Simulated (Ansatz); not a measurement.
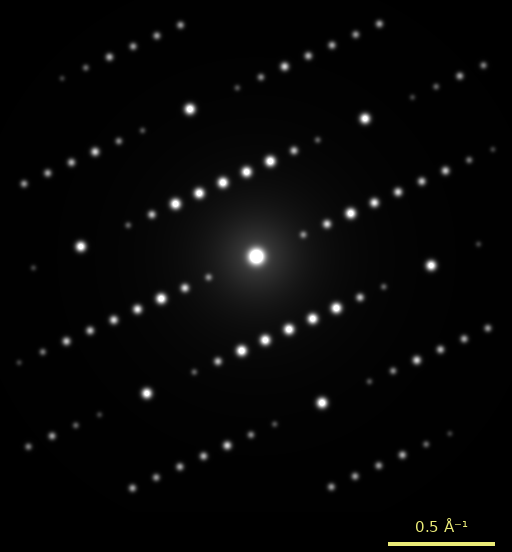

Computed electron diffraction pattern, 120 kV, single scattering only, B = 0.5 Å².

Phase: Lu2CuGe3, space group P-4m2 (No. 115), a = 3.71 Å, c = 8.14 Å. Structure: coordinates from a relaxation (final pressure about 11 GPa) with Ansatz 0.2.0, DFT, PAW plane waves, pbe; the starting structure was generated, so it need not be a known form of this composition.

**Determine the zone axis from the geometry of the pattern.**

The spots form a rectangular net whose two shortest vectors correspond to d = 8.14 Å and 2.63 Å, 90.0° apart. They index as 0 0 1 (itself too weak to see) and -1 1 0, so the zone axis is ±[110] (or an equivalent direction of <110>).

**Which reflections of this zone are missing, and why?**

Reflections such as 0 0 1, 1 -1 -5, 1 -1 5 are allowed but too weak to see at this display level.
